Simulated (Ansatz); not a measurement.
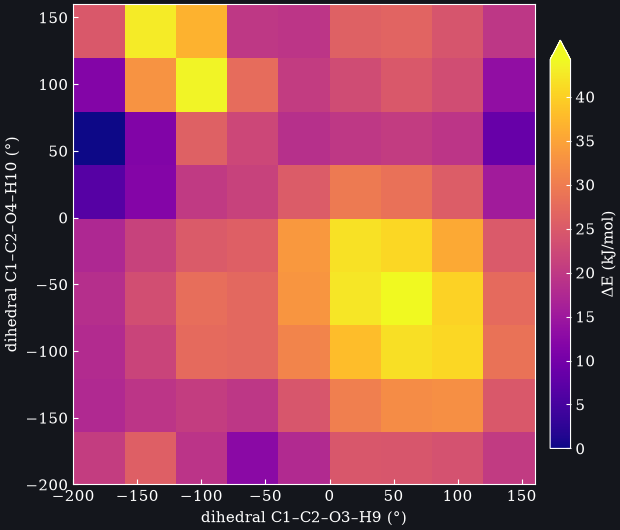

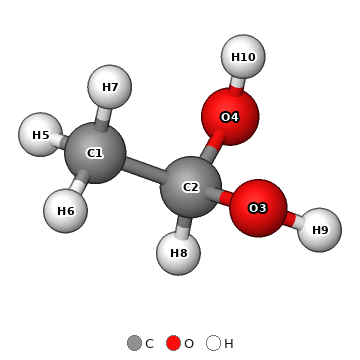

Energy landscape of C₂H₆O₂, SMILES CC(O)O. First axis: dihedral C1–C2–O3–H9. Second axis: dihedral C1–C2–O4–H10. Nothing is relaxed (all other coordinates rigid). The scan uses a 9 × 9 grid. Energies: kJ/mol, counted from the lowest grid point. These are results of Ansatz 0.2.0, RKS r2SCAN0-D4/def2-TZVP, not measurements.

Drawn: one coloured cell a grid point, one colour for all values above the top of the scale. The second picture is the structure at the lowest point.

> Summarise what can be read from the map.

The lowest grid point is at dihedral C1–C2–O3–H9 = −180°, dihedral C1–C2–O4–H10 = 60°. Other grid points that lie below all their neighbours: dihedral C1–C2–O3–H9 = −60°, dihedral C1–C2–O4–H10 = −180° (12.6 kJ/mol higher); dihedral C1–C2–O3–H9 = −180°, dihedral C1–C2–O4–H10 = −140° (17.5 kJ/mol higher); dihedral C1–C2–O3–H9 = −20°, dihedral C1–C2–O4–H10 = 60° (18.6 kJ/mol higher). The highest grid point, dihedral C1–C2–O3–H9 = 60°, dihedral C1–C2–O4–H10 = −60°, lies 44.2 kJ/mol above the lowest.

Grid values (kJ/mol):

```csv
"dihedral C1–C2–O4–H10 ↓, dihedral C1–C2–O3–H9 →",−180,−140,−100,−60,−20,20,60,100,140
140,24.9,42.8,36.7,19.7,19.4,25.9,26.6,24.2,19.7
100,11.6,33.0,43.6,27.7,20.5,22.9,24.8,23.1,13.4
60,0.0,11.5,26.0,22.1,18.6,19.9,20.5,19.5,8.5
20,6.7,11.7,20.1,21.3,25.3,29.7,28.4,25.5,15.5
−20,17.3,21.4,25.1,25.8,33.6,41.7,40.7,35.7,25.0
−60,18.3,23.3,27.9,27.0,33.3,42.2,44.2,40.2,27.5
−100,17.9,21.6,27.4,27.0,31.0,37.9,41.6,40.7,28.6
−140,17.5,19.4,20.6,19.6,24.4,30.3,32.0,32.5,24.9
−180,20.7,25.8,19.3,12.6,17.8,24.6,24.5,23.8,20.3
```

Each point was launched as `ansatz run input.yaml --threads 1 --pin off --max-ram 2560MiB --backend cpu --events-out ev --progress --plain --runs-dir out`. The whole map (81 points run) took 11 min on 1 thread of Arm Neoverse V2, on a shared host.
